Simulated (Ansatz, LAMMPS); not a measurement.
**Poly(vinylidene fluoride) with Li+ BF4- (capped chains of 10 units) at 300 K (142 atoms), the geometry as built**

2 poly(vinylidene fluoride) chains of 10 units with methyl end groups, 1 Li+, 1 BF4- placed at random, at 1.69 g/cm³; overlaps pushed apart, then 20 ps at 800 K with stiff harmonic cages for PF6 and BF4 with UFF radii; Joung-Cheatham ions (J. Phys. Chem. B 112, 9020 (2008)); MMFF94 bonds, angles, torsions, charges and radii (Halgren, J. Comput. Chem. 17, 490 (1996)) in harmonic and 12-6 forms; charges of ions scaled by 0.8. Snapshot after 30 ps at 300 K and fixed volume.

Calculated values (Ansatz 0.2.0, Kohn-Sham DFT, LDA, PAW (set soft_2), plane waves; cutoff 420 eV, Γ point, gaussian smearing of 0.05 eV; density 1.69 g/cm³) for the geometry as built.

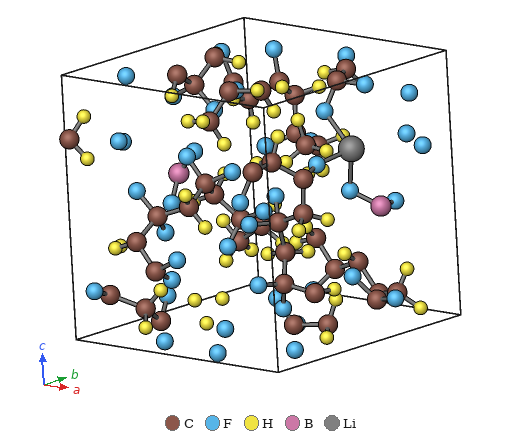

The structure (carbon brown, fluorine blue, hydrogen yellow, boron pink, lithium grey). Bonds to atoms that aren't drawn are left out. Some periodic images of atoms are drawn too.

Cell vectors (Å):

```
11.217 0.000 0.000
0.000 11.217 0.000
0.000 0.000 11.217
```

Positions (Å):

```
1 C 6.517 7.497 7.425
2 C 5.920 8.862 7.035
3 C 4.470 9.150 7.320
4 F 3.691 8.107 6.907
5 F 4.189 10.319 6.690
6 C 4.220 9.471 8.832
7 C 2.855 10.063 9.101
8 F 2.843 0.173 8.727
9 F 2.640 10.067 10.458
10 C 1.772 9.335 8.397
11 C 0.444 9.890 8.809
12 F 0.111 9.621 10.127
13 F 10.742 9.064 8.101
14 C 0.149 0.103 8.495
15 C 9.960 0.486 8.226
16 F 9.589 0.025 6.985
17 F 9.166 11.065 9.194
18 C 9.678 1.963 8.286
19 C 10.526 2.911 7.486
20 F 10.147 4.180 7.772
21 F 0.623 2.823 7.857
22 C 10.451 2.864 6.005
23 C 9.008 2.893 5.456
24 F 8.274 3.600 6.322
25 F 8.486 1.682 5.558
26 C 8.797 3.437 4.050
27 C 9.459 2.546 2.981
28 F 8.929 2.983 1.784
29 F 9.213 1.252 3.178
30 C 10.884 2.834 2.704
31 C 0.136 2.060 1.466
32 F 10.457 1.899 0.446
33 F 0.406 0.836 1.923
34 C 1.460 2.728 0.910
35 C 1.156 3.942 0.080
36 F 0.105 3.792 10.372
37 F 0.711 4.902 0.895
38 C 2.425 4.381 10.577
39 C 2.160 5.664 9.839
40 F 3.120 5.749 8.881
41 F 0.942 5.667 9.208
42 C 2.277 6.862 10.764
43 H 7.621 7.527 7.307
44 H 6.312 7.326 8.501
45 H 6.076 6.705 6.816
46 H 6.597 9.685 7.353
47 H 5.951 9.023 5.967
48 H 4.902 10.239 9.111
49 H 4.367 8.581 9.387
50 H 1.827 9.449 7.387
51 H 1.878 8.283 8.637
52 H 0.824 0.395 7.684
53 H 0.456 0.722 9.362
54 H 9.769 2.325 9.312
55 H 8.648 2.178 8.070
56 H 11.002 3.719 5.639
57 H 11.002 1.948 5.566
58 H 9.125 4.460 3.901
59 H 7.750 3.509 3.832
60 H 0.352 2.620 3.448
61 H 10.957 3.945 2.639
62 H 2.121 2.994 1.708
63 H 2.115 1.960 0.350
64 H 2.795 3.587 9.903
65 H 3.204 4.479 0.119
66 H 1.602 7.695 10.645
67 H 3.270 7.227 10.599
68 H 2.175 6.625 0.575
69 C 2.963 6.985 3.024
70 C 4.277 6.971 3.844
71 C 4.439 5.580 4.435
72 F 5.715 5.598 4.923
73 F 4.449 4.679 3.478
74 C 3.460 5.092 5.479
75 C 4.063 3.946 6.261
76 F 5.230 4.348 6.809
77 F 3.271 3.781 7.346
78 C 4.307 2.613 5.590
79 C 3.013 2.085 5.152
80 F 2.096 1.906 6.150
81 F 2.582 2.972 4.221
82 C 2.942 0.809 4.328
83 C 3.959 0.761 3.219
84 F 5.162 0.799 3.833
85 F 3.774 1.912 2.584
86 C 3.822 10.714 2.452
87 C 4.821 10.672 1.275
88 F 4.495 9.643 0.558
89 F 4.525 0.469 0.388
90 C 6.250 10.565 1.779
91 C 7.189 10.680 0.533
92 F 7.173 0.770 0.152
93 F 6.676 10.070 10.683
94 C 8.609 10.271 0.835
95 C 8.829 8.778 0.884
96 F 10.153 8.469 1.165
97 F 8.074 8.204 1.896
98 C 8.517 8.020 10.790
99 C 9.220 6.676 10.679
100 F 8.936 6.135 9.458
101 F 10.575 6.894 10.632
102 C 8.962 5.594 0.534
103 C 7.547 5.069 0.460
104 F 7.141 4.571 1.649
105 F 6.769 6.091 0.169
106 C 7.398 4.035 10.597
107 C 6.004 3.602 10.488
108 F 5.327 4.744 10.199
109 F 5.503 3.109 0.463
110 C 5.801 2.534 9.417
111 H 2.932 6.162 2.381
112 H 2.781 7.900 2.436
113 H 2.156 6.957 3.795
114 H 5.112 7.272 3.146
115 H 4.349 7.753 4.585
116 H 2.478 4.907 5.117
117 H 3.340 5.940 6.159
118 H 4.789 1.918 6.280
119 H 5.046 2.723 4.789
120 H 3.196 11.115 5.019
121 H 1.940 0.588 3.989
122 H 4.070 9.868 3.138
123 H 2.774 10.631 2.161
124 H 6.610 0.168 2.460
125 H 6.371 9.631 2.332
126 H 9.388 10.786 0.160
127 H 8.820 10.711 1.763
128 H 7.447 7.869 10.544
129 H 8.850 8.654 9.996
130 H 9.641 4.747 0.251
131 H 9.142 5.963 1.545
132 H 7.682 4.423 9.677
133 H 8.010 3.146 10.882
134 H 6.214 2.890 8.427
135 H 6.305 1.586 9.680
136 H 4.724 2.394 9.326
137 B 0.007 6.755 5.585
138 F 0.312 5.889 4.544
139 F 10.806 8.092 5.464
140 F 0.942 6.752 6.633
141 F 10.111 6.137 6.240
142 Li 10.580 5.852 8.128
```

**Question.** What force acts on each atom, and what charge does it carry?

Columns: atom, q, fx, fy, fz (forces in eV/Å, q the intrinsic-atomic-orbital charge in e).

```
1 -0.54 -0.414 1.195 0.340
2 -0.39 0.685 -0.351 -0.158
3 0.56 1.487 0.203 3.037
4 -0.28 0.068 0.807 -0.346
5 -0.29 -0.756 -0.134 -1.059
6 -0.43 -1.206 0.364 -2.173
7 0.57 0.889 -0.160 0.045
8 -0.31 0.207 -0.275 0.186
9 -0.29 -0.387 0.087 -0.848
10 -0.43 -0.769 0.845 3.754
11 0.57 -2.313 -2.084 -0.142
12 -0.29 0.578 0.260 -0.652
13 -0.31 0.502 0.742 0.455
14 -0.42 0.876 0.426 0.604
15 0.58 -0.471 -0.631 -0.465
16 -0.28 -0.020 -0.063 1.007
17 -0.31 0.186 0.687 -1.048
18 -0.43 0.431 0.357 0.752
19 0.58 0.715 -1.089 -0.681
20 -0.30 -0.420 0.364 1.269
21 -0.28 -0.591 0.059 0.120
22 -0.42 0.138 -1.822 -1.816
23 0.57 1.136 0.799 0.005
24 -0.29 -0.932 1.323 0.404
25 -0.28 -0.531 -1.437 -0.438
26 -0.44 1.078 -1.395 0.088
27 0.57 -0.070 2.317 0.219
28 -0.31 -1.212 -0.757 0.331
29 -0.26 -0.387 -0.509 -0.359
30 -0.43 -1.067 0.913 -1.912
31 0.57 1.782 1.752 -0.045
32 -0.28 0.567 -0.232 0.488
33 -0.28 0.363 -1.231 -0.042
34 -0.42 -1.530 -2.286 -1.421
35 0.55 0.818 -0.756 -0.981
36 -0.31 0.930 -0.530 0.861
37 -0.27 -0.232 0.878 0.591
38 -0.41 -1.606 -0.463 -0.235
39 0.57 1.211 0.772 0.985
40 -0.28 -0.469 0.484 -0.201
41 -0.30 0.330 -0.112 -0.530
42 -0.60 -0.072 -0.223 -1.013
43 0.20 -0.377 -0.088 -0.148
44 0.17 0.022 -0.241 -0.175
45 0.20 0.072 -0.287 0.069
46 0.20 -0.572 -0.096 0.484
47 0.20 0.203 -0.335 -1.060
48 0.22 1.102 0.596 0.417
49 0.21 0.203 -1.083 0.902
50 0.25 0.342 0.302 -3.221
51 0.22 -0.345 -0.486 0.041
52 0.22 -0.148 0.318 -0.278
53 0.22 0.202 -0.220 -0.103
54 0.22 0.347 -0.174 0.574
55 0.23 -0.905 -0.164 -0.552
56 0.22 0.296 0.710 -0.228
57 0.20 -0.811 0.954 0.754
58 0.23 0.605 0.439 0.308
59 0.24 -1.135 -0.370 -0.033
60 0.21 1.588 -0.902 1.968
61 0.22 -0.013 -0.474 -0.481
62 0.23 0.320 0.529 1.001
63 0.21 -1.141 0.743 0.287
64 0.22 -0.358 0.090 -0.146
65 0.23 0.274 0.406 0.116
66 0.21 -0.640 0.313 -0.646
67 0.21 0.993 0.404 0.086
68 0.21 -0.030 -0.632 1.164
69 -0.55 0.175 2.111 2.689
70 -0.37 -0.844 -0.057 -2.153
71 0.57 0.369 1.695 0.302
72 -0.30 0.484 -0.157 0.219
73 -0.28 0.209 -1.283 -1.927
74 -0.44 1.951 1.239 0.673
75 0.58 0.007 0.419 0.628
76 -0.29 0.649 -0.059 0.223
77 -0.29 -0.642 -0.596 0.256
78 -0.43 0.299 0.430 1.145
79 0.56 -0.478 -2.319 -2.170
80 -0.28 0.377 0.627 -0.348
81 -0.29 -1.861 1.429 0.271
82 -0.41 1.703 -2.518 2.579
83 0.56 -1.893 -0.455 2.376
84 -0.30 1.168 0.166 -0.070
85 -0.27 1.027 0.323 -2.031
86 -0.41 1.242 0.447 -0.630
87 0.57 -1.499 1.250 1.622
88 -0.26 0.268 -3.117 -0.676
89 -0.30 0.820 0.676 0.848
90 -0.44 0.899 1.271 -1.881
91 0.57 -0.006 0.321 1.250
92 -0.29 0.478 0.447 0.466
93 -0.28 -0.143 -0.989 -0.742
94 -0.43 0.703 -0.251 -1.900
95 0.57 0.123 -1.355 -0.753
96 -0.29 -1.186 0.918 0.437
97 -0.30 0.460 0.430 -0.225
98 -0.43 -0.162 -0.402 0.568
99 0.57 0.520 0.465 1.708
100 -0.30 -0.074 -0.088 -0.863
101 -0.28 -0.560 -0.249 -0.140
102 -0.42 0.291 -0.256 -1.184
103 0.58 1.449 -0.778 -0.382
104 -0.28 -0.039 0.443 0.184
105 -0.28 -1.438 1.618 0.296
106 -0.43 0.190 -1.743 3.011
107 0.58 -0.389 -1.406 -0.684
108 -0.30 -1.249 -0.424 -0.374
109 -0.30 0.043 0.450 -0.690
110 -0.58 0.447 0.914 -0.297
111 0.19 -0.175 -1.619 -1.080
112 0.18 0.290 0.010 0.051
113 0.19 -0.080 -0.294 -0.707
114 0.18 -0.121 -1.017 0.436
115 0.18 -0.441 0.230 0.871
116 0.23 -0.901 -0.329 -0.693
117 0.22 -0.014 0.004 0.623
118 0.22 -0.002 -0.059 0.572
119 0.23 -0.389 0.167 -0.335
120 0.19 -0.341 1.347 -0.856
121 0.21 -0.689 0.381 -0.326
122 0.20 -0.160 0.373 -0.247
123 0.22 -0.192 -0.186 -0.583
124 0.22 -0.634 -0.437 -0.494
125 0.22 0.032 -0.356 -0.138
126 0.22 -1.171 -0.889 0.325
127 0.24 0.486 0.484 1.998
128 0.22 0.238 0.167 0.647
129 0.23 0.777 0.537 -0.960
130 0.20 -0.178 0.598 0.519
131 0.22 0.305 0.245 0.163
132 0.22 0.768 0.784 -1.927
133 0.20 -0.043 0.388 -0.216
134 0.18 -0.434 -0.101 0.725
135 0.20 -0.223 0.307 0.157
136 0.20 -0.354 -0.278 -0.226
137 0.81 -1.475 0.713 1.942
138 -0.40 0.324 0.983 -0.105
139 -0.41 0.861 -1.002 -1.382
140 -0.44 0.995 -0.277 -0.300
141 -0.47 -0.824 -0.522 0.296
142 0.78 0.259 0.719 -0.454
```

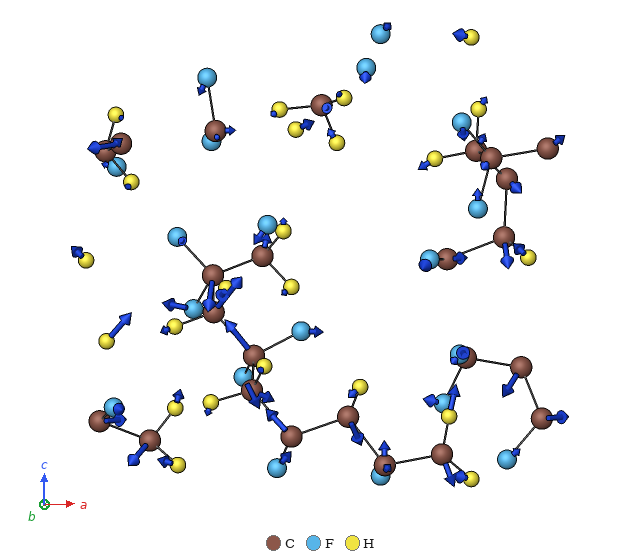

The forces as arrows, the longest 3.99 eV/Å. Drawn is a slice 4 Å thick, seen along the normal of the ac plane. Bonds to atoms that aren't drawn are left out.

The force components of 0.92 eV/Å r.m.s. hold both thermal displacement and the mismatch between the potential that made the cell and DFT, above all in bond lengths inside molecules. The network of contacts between molecules at the start is that of the classical potential that made the cell, and needn't be the one that DFT or experiment would give. The functional has no dispersion term, which matters for the binding between molecules or layers, where LDA binds through overlap of densities alone. The density was typed from a rule of thumb and may lie off the real one at this temperature. Only the Γ point is sampled, in a cell whose shortest periodic width is 11 Å.

The r.m.s. force component is 0.924 eV/Å; the longest force, 3.99 eV/Å, acts on C82.

[Logs are printed without paths, hosts, clocks, repeated set-up lines and the standing remarks that a program may print on its own settings, such as how far it seeks lower states.]

[Hosts, paths, dates, database ids (printed as entryN), source tags and the programs' standing remarks are cut or masked in the printed files.]

[The MMFF94 radii named for the starting cell were scaled by 0.96; in molecules described by MMFF94, hydrogen bound to N, O or S took a small fixed 12-6 site in their place.]
